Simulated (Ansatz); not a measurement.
**HF/STO-3G run of C2H5NSi (SMILES C[SiH2]C#N)**

Aim: the electronic atomisation energy of C2H5NSi at HF/STO-3G, from 5 runs. 

The calculation is run with Ansatz 0.2.0.

59 further runs of the same task are left out: 1 that didn't finish, 58 set aside as unsound or not needed.

### Step 1. The structure to begin with

C2H5NSi: 9 atoms, total charge 0, spin state singlet. SMILES: `C[SiH2]C#N`. Geometry: relaxed at PBE0-D4/def2-TZVP.

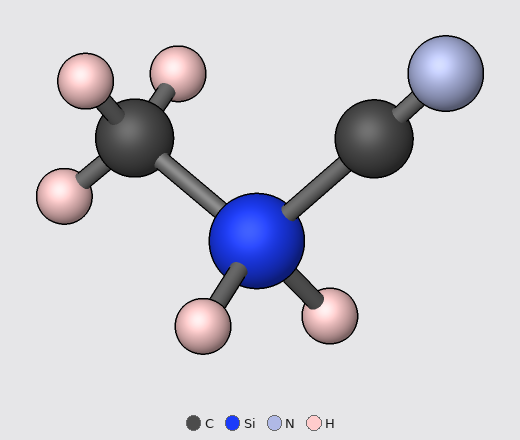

The structure, seen from a chosen angle (carbon dark grey, silicon blue, nitrogen light blue, hydrogen pink).

### Step 2. The energy at HF/STO-3G

input.yaml reads:

```yaml
crystal:
  periodic: [false, false, false]
  atoms:
    - {symbol: C, position_ang: [-0.672000, 0.931100, -0.497500]}
    - {symbol: Si, position_ang: [-0.146800, -0.554600, 0.488300]}
    - {symbol: C, position_ang: [1.638300, -0.910100, 0.129800]}
    - {symbol: N, position_ang: [2.747300, -1.112400, -0.107600]}
    - {symbol: H, position_ang: [-0.554100, 0.746100, -1.566800]}
    - {symbol: H, position_ang: [-0.072800, 1.803400, -0.229800]}
    - {symbol: H, position_ang: [-1.721900, 1.160400, -0.300900]}
    - {symbol: H, position_ang: [-0.893300, -1.779400, 0.117000]}
    - {symbol: H, position_ang: [-0.236400, -0.330800, 1.950300]}
basis:
  gaussian:
    orbitals: STO-3G
output: {orbitals: {seedname: orbitals}}
hamiltonian:
  xc: hf
accuracy: high
```

The run is started by

```
$ ansatz run input.yaml --threads 1 --pin off --max-ram 3480MiB --events-out events.jsonl --progress --plain --runs-dir runs
```

Standard output:

```text
Warning: RAYON_NUM_THREADS=1 ignored (pool sized by the plan → 1); use --threads N
Functional definition: HF
  name "HF"
  exchange = exact_x
  correlation = 0
576 factors; integrals over basis functions are off by at most 2.3e-9 eV
mean field evaluation 1: about -11346.2693 eV, gradient 3.2e1 eV
mean field evaluation 2: about -11346.3210 eV, gradient 3.2e1 eV
mean field evaluation 4: about -11349.3445 eV, gradient 2.1e0 eV
mean field evaluation 8: about -11349.3661 eV, gradient 5.4e-2 eV
mean field -11349.36614979 eV, -417.0815131281 hartree, gradient 5.6e-8 eV, S^2 0.000000; 0 other end points of the search recorded, 0 dependent functions left out
reference -11349.36614979 eV, -417.0815131281 hartree; 19, 19 occupied and 10, 10 virtual orbitals, 576 factors
Total energy: -11349.36614979 eV, -417.0815131281 hartree
```

Wall time 0.14 s (1 thread of AMD EPYC 9R45 (Zen 5), shared host).

### Step 3. The C atom at the same level

run.yaml reads:

```yaml
crystal:
  periodic: [false, false, false]
  atoms:
    - {symbol: C, position_ang: [0.000000, 0.000000, 0.000000]}
basis:
  gaussian: {orbitals: STO-3G}
magnetization: {spin_polarized: true, initial_magnetization: 2}
hamiltonian: {xc: hf}
accuracy: high
```

Run the same way, it converges to -37.19839 Eh (log not shown).

### Step 4. The H atom, same level

molecule.yaml reads:

```yaml
crystal:
  periodic: [false, false, false]
  atoms:
    - symbol: H
      position_ang: [0.000000, 0.000000, 0.000000]
basis:
  gaussian: {orbitals: STO-3G}
magnetization: {spin_polarized: true, initial_magnetization: 1}
hamiltonian: {xc: hf}
accuracy: high
```

Run the same way, it converges to -0.46658 Eh (log not shown).

### Step 5. The N atom at the same level

molecule.yaml reads:

```yaml
crystal:
  periodic: [false, false, false]
  atoms:
    - symbol: "N"
      position_ang: [0.000000, 0.000000, 0.000000]
basis:
  gaussian:
    orbitals: STO-3G
hamiltonian:
  xc: hf
magnetization:
  spin_polarized: true
  initial_magnetization: 3
accuracy: high
```

Run the same way, it converges to -53.71901 Eh (log not shown).

### Step 6. The Si atom

input.yaml reads:

```yaml
crystal:
  periodic: [false, false, false]
  atoms:
    - {symbol: Si, position_ang: [0.000000, 0.000000, 0.000000]}
basis:
  gaussian:
    orbitals: STO-3G
magnetization:
  spin_polarized: true
  initial_magnetization: 2
hamiltonian:
  xc: hf
accuracy: high
```

The run is started by

```
$ ansatz run input.yaml --threads 1 --pin off --max-ram 3480MiB --events-out events.jsonl --progress --plain --runs-dir runs
```

Standard output:

```text
Warning: RAYON_NUM_THREADS=1 ignored (pool sized by the plan → 1); use --threads N
[... 4 set-up lines as earlier in the session ...]
42 factors; integrals over basis functions are off by at most 1.8e-9 eV
mean field evaluation 1: about -7767.9286 eV, gradient 9.3e-1 eV
mean field evaluation 2: about -7767.9294 eV, gradient 9.3e-1 eV
mean field evaluation 4: about -7767.9315 eV, gradient 4.9e-6 eV
mean field evaluation 8: about -7767.9314 eV, gradient 2.1e-1 eV
mean field -7767.93148641 eV, -285.4662168327 hartree, gradient 2.1e-9 eV, S^2 2.000003; 0 other end points of the search recorded, 0 dependent functions left out
reference -7767.93148641 eV, -285.4662168327 hartree; 8, 6 occupied and 1, 3 virtual orbitals, 42 factors
Total energy: -7767.93148641 eV, -285.4662168327 hartree
```

It took 0.02 s on 1 thread of AMD EPYC 9R45 (Zen 5), shared host.

### Step 7. Outcome

Level: HF/STO-3G.

```
                     quantity          value
       molecule: total energy  -417.08151 Eh
        molecule: HOMO energy      -10.58 eV
        molecule: LUMO energy        9.78 eV
      molecule: HOMO–LUMO gap       20.36 eV
         C atom: total energy   -37.19839 Eh
                 C atom: ⟨S²⟩          2.000
         H atom: total energy    -0.46658 Eh
                 H atom: ⟨S²⟩          0.750
         N atom: total energy   -53.71901 Eh
                 N atom: ⟨S²⟩          3.750
        Si atom: total energy  -285.46622 Eh
                Si atom: ⟨S²⟩          2.000
electronic atomisation energy      31.745 eV
```

What this shows: Taking the molecule apart into free atoms costs 31.74 eV (3063 kJ/mol), before zero-point energy and without spin-orbit coupling. Hartree–Fock lacks the correlation of the bonding pairs, which as a rule makes this value much too low; in minimal bases other errors can mask that. In a minimal basis such a difference can be off by several eV, whatever the method.
